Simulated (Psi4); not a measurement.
**Run report: GeClF, single-point calculation**

GeClF, computed with r2SCAN/pcseg-1, RKS (Psi4 1.11).

The geometry comes from this level: PBE0-D4/def2-TZVP.

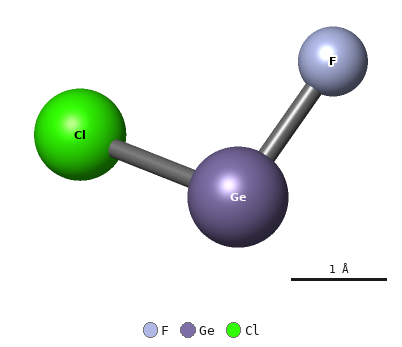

Figure 1. The structure as given in the input (ball-and-stick view, seen at a tilt). Sticks mark near contacts. Bond lengths as drawn: Cl–Ge 2.18 Å and F–Ge 1.75 Å.

**Key numbers**

- outcome: converged
- total energy: −2636.761835 hartree
- basis functions: 59
- HOMO: −7.72 eV
- LUMO: −3.72 eV
- dipole moment: 2.28 D
- hardware: 1 thread of AMD EPYC (Zen 2), 12 GiB of memory available, shared host
- wall time: 11 s
- peak memory: 0.81 GiB

**The input (input.dat)**
```
memory 1600 mb

molecule {
  0 1
  F      0.110400     1.418700     0.206200
  Ge    -0.762800     0.035600    -0.410300
  Cl     0.641600    -1.519100     0.191000
  symmetry c1
}

set basis pcseg-1
set puream true
set scf_type pk
set dft_radial_points 99
set dft_spherical_points 590

result, w = energy("r2scan", return_wfn=True)
```

Run as:
```bash
psi4 -n 1 input.dat output.dat
```

**Output**
```
Psi4 1.11 release

   => Loading Basis Set <=

    Name: PCSEG-1
    Role: ORBITAL
    Keyword: BASIS

         ---------------------------------------------------------
                                   SCF
                              RKS Reference
                        1 Threads,   1525 MiB Core
         ---------------------------------------------------------

  ==> Geometry <==

    Molecular point group: c1
    Full point group: Cs

    Geometry (in Angstrom), charge = 0, multiplicity = 1:

       Center              X                  Y                   Z               Mass
    ------------   -----------------  -----------------  -----------------  -----------------
         F            0.487872817879     1.609328188104     0.000000000000    18.998403162730
         GE          -0.573631200357     0.220542632566    -0.000000000000    73.921177761000
         CL           0.947548658401    -1.340548324844     0.000000000000    34.968852682000

  Running in c1 symmetry.

  Rotational constants: A =      0.41908  B =      0.12426  C =      0.09584 [cm^-1]
  Rotational constants: A =  12563.66539  B =   3725.36707  C =   2873.36067 [MHz]
  Nuclear repulsion =  246.377351934708940

  Charge       = 0
  Multiplicity = 1
  Electrons    = 58
  Nalpha       = 29
  Nbeta        = 29

  ==> Algorithm <==

  SCF Algorithm Type is PK.
  DIIS enabled.
  MOM disabled.
  Fractional occupation disabled.
  Guess Type is SAD.
  Energy threshold   = 1.00e-06
  Density threshold  = 1.00e-06
  Integral threshold = 1.00e-12

  ==> Primary Basis <==

  Basis Set: PCSEG-1
    Blend: PCSEG-1
    Number of shells: 25
    Number of basis functions: 59
    Number of Cartesian functions: 63
    Spherical Harmonics?: true
    Max angular momentum: 2

  ==> DFT Potential <==

   => LibXC <=

    Version 7.1.2

   => Composite Functional: R2SCAN <=

    r2SCAN Meta-GGA XC Functional  (0.1021/acs.jpclett.0c02405)

    Deriv               =              1
    GGA                 =           TRUE
    Meta                =           TRUE

    Exchange Hybrid     =          FALSE
    MP2 Hybrid          =          FALSE

   => Exchange Functionals <=

    1.0000   XC_MGGA_X_R2SCAN

   => Correlation Functionals <=

    1.0000   XC_MGGA_C_R2SCAN

   => LibXC Density Thresholds  <==

    XC_MGGA_C_R2SCAN:  1.00E-15
    XC_MGGA_X_R2SCAN:  1.00E-11

   => Molecular Quadrature <=

    Radial Scheme          =       TREUTLER
    Pruning Scheme         =           NONE
    Nuclear Scheme         =       TREUTLER

    Blocking Scheme        =         OCTREE
    BS radius alpha        =              1
    Pruning alpha          =              1
    Radial Points          =             99
    Spherical Points       =            590
    Total Points           =         163762
    Total Blocks           =           1285
    Max Points             =            256
    Max Functions          =             57
    Weights Tolerance      =       1.00E-15

  ==> Integral Setup <==

  Using in-core PK algorithm.
   Calculation information:
      Number of atoms:                   3
      Number of AO shells:              25
      Number of primitives:             67
      Number of atomic orbitals:        63
      Number of basis functions:        59

      Integral cutoff                 1.00e-12
      Number of threads:                 1

  Performing in-core PK
  Using 3134670 doubles for integral storage.
  We computed 46242 shell quartets total.
  Whereas there are 52975 unique shell quartets.

  ==> DiskJK: Disk-Based J/K Matrices <==

    J tasked:                  Yes
    K tasked:                   No
    wK tasked:                  No
    Memory [MiB]:              593
    Schwarz Cutoff:          1E-12

  Cached 100.0% of DFT collocation blocks in 0.538 [GiB].

  Minimum eigenvalue in the overlap matrix is 2.0508172040E-02.
  Reciprocal condition number of the overlap matrix is 6.3658514523E-03.
    Using symmetric orthogonalization.

  ==> Pre-Iterations <==

  SCF Guess: Superposition of Atomic Densities via on-the-fly atomic UHF (no occupation information).

   -------------------------
    Irrep   Nso     Nmo
   -------------------------
     A         59      59
   -------------------------
    Total      59      59
   -------------------------

  ==> Iterations <==

                        Total Energy        Delta E     RMS |[F,P]|

   @RKS iter SAD: -2633.10460213889019   -2.63310e+03   0.00000e+00
   @RKS iter   1: -2636.32675799791150   -3.22216e+00   1.59408e-02 DIIS/ADIIS
   @RKS iter   2: -2636.48089702701191   -1.54139e-01   1.33786e-02 DIIS/ADIIS
   @RKS iter   3: -2636.73081935871005   -2.49922e-01   3.56044e-03 DIIS/ADIIS
   @RKS iter   4: -2636.75424976571912   -2.34304e-02   1.73061e-03 DIIS/ADIIS
   @RKS iter   5: -2636.76118718297039   -6.93742e-03   7.01281e-04 DIIS/ADIIS
   @RKS iter   6: -2636.76179102176366   -6.03839e-04   1.57389e-04 DIIS/ADIIS
   @RKS iter   7: -2636.76183325366128   -4.22319e-05   2.62806e-05 DIIS
   @RKS iter   8: -2636.76183468711042   -1.43345e-06   3.57949e-06 DIIS
   @RKS iter   9: -2636.76183471389413   -2.67837e-08   5.54341e-07 DIIS
  Energy and wave function converged.

  ==> Post-Iterations <==

   Electrons on quadrature grid:
      Ntotal   =   57.9999994469 ; deviation = -5.531e-07

    Orbital Energies [Eh]
    ---------------------

    Doubly Occupied:

       1A   -398.122600     2A   -101.173661     3A    -49.602647
       4A    -44.121067     5A    -44.119557     6A    -44.118762
       7A    -24.471269     8A     -9.358903     9A     -7.106052
      10A     -7.102487    11A     -7.100509    12A     -6.217771
      13A     -4.394067    14A     -4.389717    15A     -4.385935
      16A     -1.219616    17A     -1.205399    18A     -1.205161
      19A     -1.202279    20A     -1.198963    21A     -1.118770
      22A     -0.787096    23A     -0.514723    24A     -0.406046
      25A     -0.391217    26A     -0.384518    27A     -0.321918
      28A     -0.311202    29A     -0.283533

    Virtual:

      30A     -0.136882    31A     -0.027646    32A     -0.007472
      33A      0.172928    34A      0.255595    35A      0.281368
      36A      0.292115    37A      0.305805    38A      0.306118
      39A      0.336225    40A      0.337274    41A      0.399159
      42A      0.407614    43A      0.428054    44A      0.576220
      45A      0.636531    46A      0.704430    47A      0.709961
      48A      0.803524    49A      0.820545    50A      1.050474
      51A      1.122002    52A      1.128090    53A      1.167529
      54A      2.014114    55A      2.447794    56A      2.452033
      57A      2.480669    58A      2.502018    59A      2.663100

    Final Occupation by Irrep:
              A
    DOCC [    29 ]
    NA   [    29 ]
    NB   [    29 ]

  @RKS Final Energy: -2636.76183471389413

   => Energetics <=

    Nuclear Repulsion Energy =            246.3773519347089405
    One-Electron Energy =               -4160.2458009623223916
    Two-Electron Energy =                1394.7826022089432172
    DFT Exchange-Correlation Energy =    -117.6759878952235283
    Empirical Dispersion Energy =           0.0000000000000000
    VV10 Nonlocal Energy =                  0.0000000000000000
    Total Energy =                      -2636.7618347138941317

Computation Completed

Properties will be evaluated at   0.000000,   0.000000,   0.000000 [a0]

Properties computed using the SCF density matrix

 Multipole Moments:

 ------------------------------------------------------------------------------------
     Multipole            Electronic (a.u.)      Nuclear  (a.u.)        Total (a.u.)
 ------------------------------------------------------------------------------------

 L = 1.  Multiply by 2.5417464519 to convert [e a0] to [Debye]
 Dipole X            :         -4.9441041            4.0496531           -0.8944510
 Dipole Y            :          2.3240021           -2.3583850           -0.0343829
 Dipole Z            :         -0.0000000            0.0000000           -0.0000000
 Magnitude           :                                                    0.8951116

 ------------------------------------------------------------------------------------

	total time  =          9 seconds =       0.15 minutes

    Psi4 run time: 0:00:08.92
```

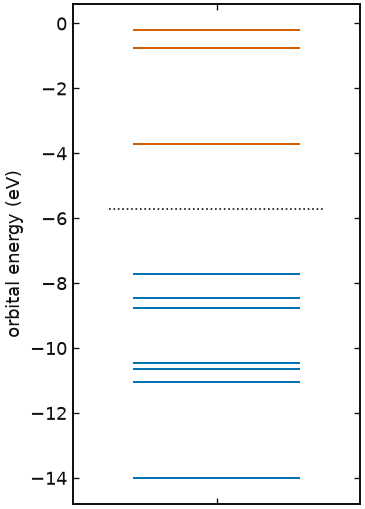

Figure 2. Orbital energies near the frontier; the dotted line parts filled from empty levels, and levels within 0.02 eV of each other stand side by side. Highest filled −7.72 eV, lowest empty −3.72 eV, 4.00 eV apart.
